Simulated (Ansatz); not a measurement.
## Electronic structure of Cl₄HOTa···HBr in real space

Input file:

```
crystal:
  periodic: [false, false, false]
  atoms:
    - { symbol: Ta, position_ang: [0.0, 0.0, 0.0] }
    - { symbol: Cl, position_ang: [2.82, 0.0, 0.0] }
    - { symbol: Cl, position_ang: [0.0, 0.0, 2.47] }
    - { symbol: O, position_ang: [0.0, 0.0, -2.02] }
    - { symbol: H, position_ang: [-0.6343, -0.71, -2.3571] }
    - { symbol: Cl, position_ang: [-1.235, 2.139, 0.0] }
    - { symbol: Cl, position_ang: [-1.235, -2.139, 0.0] }
    - { symbol: Br, position_ang: [0.9302, -2.3695, 1.4909] }
    - { symbol: H, position_ang: [2.3056, -1.3257, 0.8342] }
basis:
  gaussian: { orbitals: def2-SVP }
hamiltonian:
  xc: hf
relax:
  f_tol: 0.15
  max_steps: 25
  restrain:
    - { distance: [0, 7], at: 3.85, k: 30.0 }
    - { distance: [8, 1], at: 2.57, k: 30.0 }
    - { distance: [0, 1], at: 2.47, k: 30.0 }
    - { distance: [8, 7], at: 1.55, k: 30.0 }
output:
  orbitals: {}
```

Launched as:

```sh
ansatz run input.yaml --threads 4 --pin off --max-ram 5120MiB --backend cpu --events-out ev --progress --plain --runs-dir out
```

The fields are those of the run's last geometry, not of the input's.

Core potentials replace the inner electrons of Ta; not at a stationary point (largest force 1.9 eV/Å).

The calculation used RHF/def2-SVP in Ansatz 0.2.0.

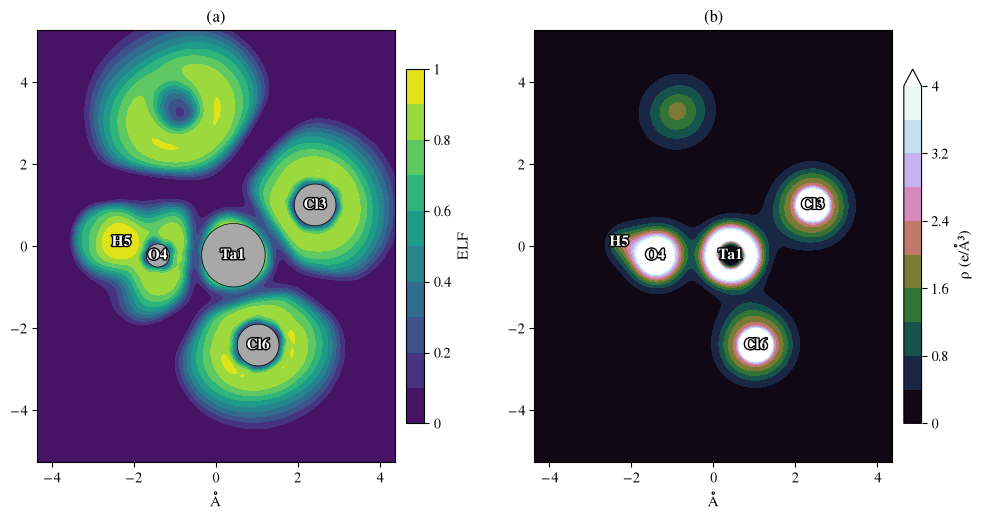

Figure 1. (a) electron localisation function; (b) electron density on the plane of atoms O4, Ta1 and Cl6. Grey discs cover the atomic cores in the ELF map.

### Read the bonding off the picture.

- The section cuts through Ta, Cl, O and H sites.
- Ta–O (1.84 Å): ρ is about 1.1 e/Å³ halfway; the ELF peaks at about 0.80 in the valence shell of O, 0.5 Å from its nucleus, and drops to about 0.20 between the two atoms.
- Ta–Cl (2.27 Å): ρ at the midpoint is about 0.72 e/Å³; the ELF peaks at about 0.85 in the valence shell of Cl, 0.8 Å from its nucleus, and is about 0.45 at the midpoint.
- O–H (0.95 Å): ρ is about 3.8 e/Å³ halfway; the ELF climbs to about 1 towards the hydrogen, as it does in any bond to H; a covalent bond by its length.
- Ta–Cl (2.34 Å): the density is about 0.63 e/Å³ at the midpoint; the ELF peaks at about 0.85 in the valence shell of Cl, 0.8 Å from its nucleus, and is about 0.45 at the midpoint.
- The ELF also peaks beside Br8, away from the bonds: lone-pair regions.

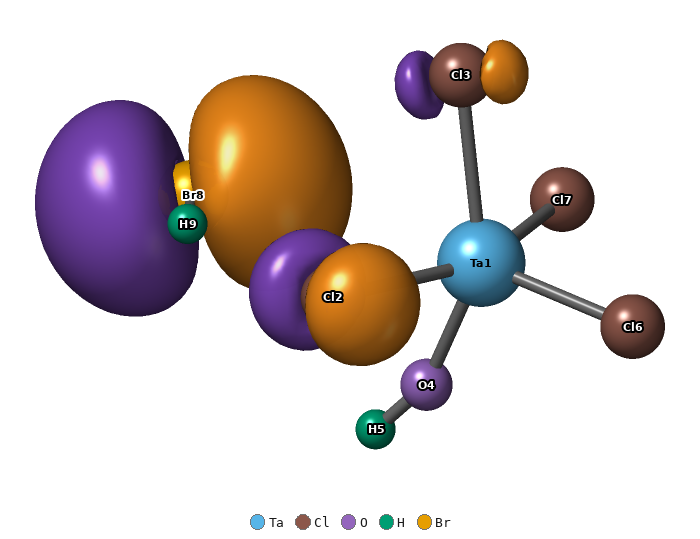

Figure 2. The HOMO−1 at ±0.1 Å⁻³ᐟ² (orange and purple are the two phases), seen at a tilt.

### Where does this orbital lie, and at what energy?

By Hirshfeld shares it lies mainly on Br8 (about 80 %) and Cl2 (about 10 %); largely a lone pair of Br8. Its energy is −12.04 eV.

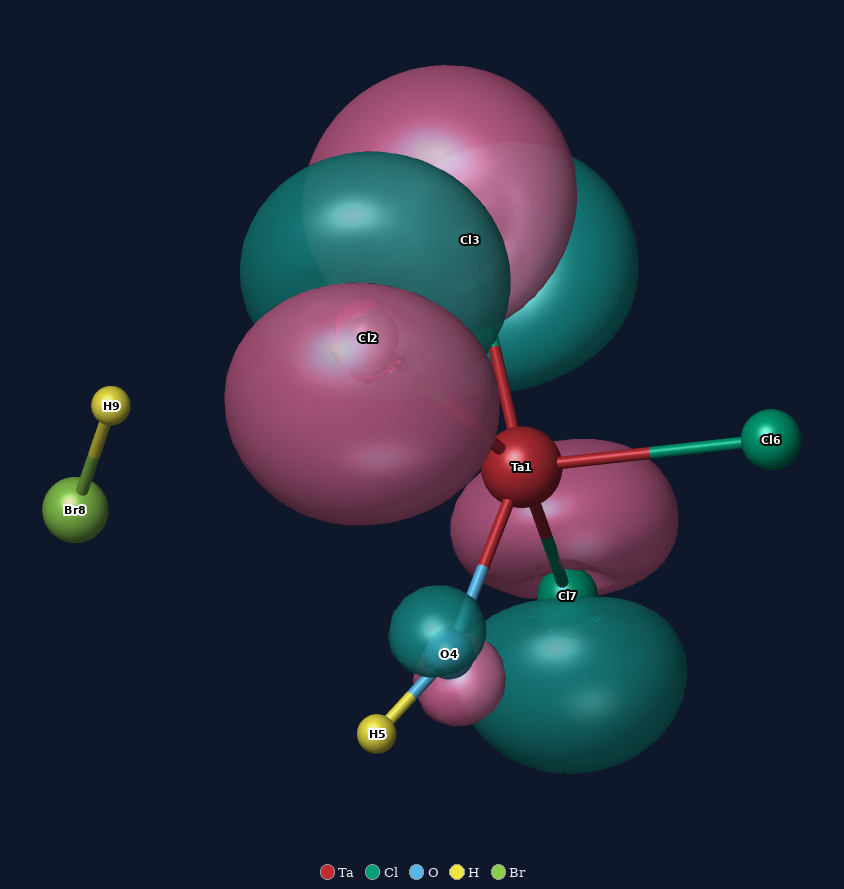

Figure 3. The HOMO at ±0.08 Å⁻³ᐟ² (teal and pink are the two phases), seen at a tilt.

### Describe this orbital and give its energy.

By Hirshfeld shares it lies mainly on Cl3 (about 40 %), Cl2 (about 35 %) and Cl7 (about 15 %); largely a combination of lone pairs on Cl3, Cl2 and Cl7. Its energy is −11.87 eV.
